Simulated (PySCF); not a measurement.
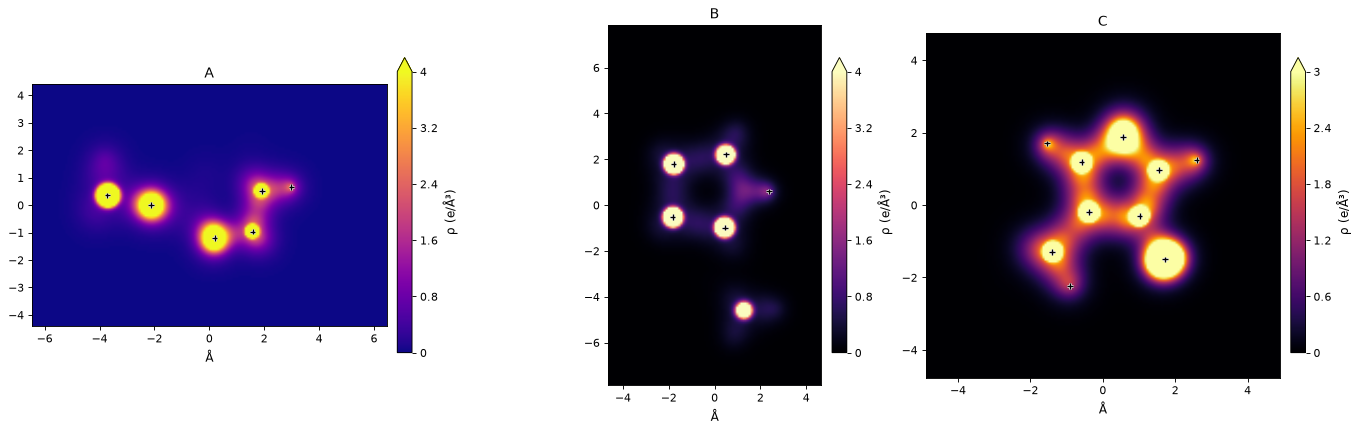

The total electron density of 3 systems, each on a plane through atoms (crosses mark nuclei in the plane).

These are results of PBE0/pcSseg-1, SCF density, gas phase, non-relativistic in PySCF, not measurements.

System 1: C2H14OSi5, the plane of atoms Si4, Si8 and Si7. Geometry: GFN2-xTB.

```xyz
22

Si   -3.8791   -0.1488   -0.1080
C    -2.3221   -1.2304   -0.3341
O    -1.2717   -0.8393    0.5123
Si   -0.1800    0.3340    0.2513
C     1.0486    0.0953    1.6866
Si    2.8022    0.7570    1.3289
Si    3.1964    0.2745   -0.9109
Si    1.0156    0.0700   -1.7176
H    -4.2869   -0.1846    1.2945
H    -3.5737    1.2206   -0.5224
H    -4.9146   -0.7197   -0.9712
H    -1.9797   -1.2032   -1.3761
H    -2.5446   -2.2756   -0.0949
H    -0.8313    1.6532    0.3847
H     1.1201   -0.9690    1.9135
H     0.6591    0.5636    2.5883
H     2.7931    2.2033    1.5998
H     3.7166    0.1782    2.3244
H     4.0175   -0.9327   -1.0928
H     3.9921    1.3099   -1.5863
H     0.6630    1.0609   -2.7487
H     0.7488   -1.1978   -2.4222
```

System 2: C3H9FO3Si2, the plane of atoms C6, C7 and H15. Geometry: GFN2-xTB.

```xyz
18

F     0.9080    1.5696    1.5206
Si    0.5916    0.3484    0.5180
O     1.9766   -0.2959    0.0726
Si    3.5244    0.0555   -0.2979
O    -0.2746   -0.7611    1.3058
C    -1.6700   -0.8278    1.1198
C    -2.0630   -0.6171   -0.3379
C    -1.6324    0.7624   -0.8223
O    -0.2357    0.9428   -0.7368
H     3.5296    0.7312   -1.5939
H     4.0764    0.9098    0.7490
H     4.1194   -1.2763   -0.3356
H    -2.1462   -0.0655    1.7482
H    -1.9845   -1.8168    1.4654
H    -3.1419   -0.7234   -0.4467
H    -1.5600   -1.3720   -0.9447
H    -2.1247    1.5370   -0.2222
H    -1.9018    0.9054   -1.8730
```

System 3: C7H9FN (charge −1), the plane of atoms N6, C7 and C8. Geometry: GFN2-xTB.

```xyz
18

C     1.9215    0.8187    0.3861
C     1.6386   -0.3609   -0.5341
C     0.4683   -1.2078   -0.0128
C    -0.8086   -0.4310    0.0529
C    -1.6192    0.0073   -0.9876
N    -2.6840    0.7089   -0.5590
C    -2.5830    0.7419    0.7881
C    -1.4558    0.0634    1.1948
F    -1.0312   -0.1195    2.5063
H     1.0164    1.4118    0.4938
H     2.2182    0.4687    1.3739
H     2.7147    1.4522   -0.0131
H     1.3822    0.0130   -1.5288
H     2.5381   -0.9833   -0.6279
H     0.3502   -2.0777   -0.6737
H     0.7177   -1.5798    0.9870
H    -1.4729   -0.1663   -2.0458
H    -3.3200    1.2468    1.3940
```

Match each panel to its system.

Panel A is system 2, C3H9FO3Si2: the plane holds O, Si, C and H. C–O (1.41 Å): ρ is about 2 e/Å³ halfway, with its minimum of 1.7 e/Å³ about 0.5 Å from C. Panel B is system 1, C2H14OSi5: the plane holds Si and H. Panel C is system 3, C7H9FN: the plane holds C, N, F and H. C–N (1.35 Å): ρ is about 2.4 e/Å³ halfway.
